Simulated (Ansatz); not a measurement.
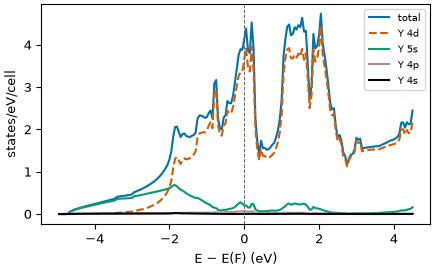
Figure. Total and projected density of states of Y (hcp (Mg type), space group No. 194), DFT-PBEsol in the program Ansatz with PAW potentials

### Question
Which orbitals carry the states next to the Fermi level?

### Answer
Within 0.5 eV of the Fermi level: Y 4d 89 %, Y 5s 5 %. Projections are on Löwdin-orthogonalised atomic valence shells; empty p or d shells of many metals are not among them.

Space group P6_3/mmc (hcp (Mg type)). The PBEsol relaxation kept the symmetry of its start. The run is not spin-polarised. Scalar-relativistic: spin–orbit coupling is off unless named, which matters more the heavier the elements.

Potentials: the later of the program's two PAW sets.
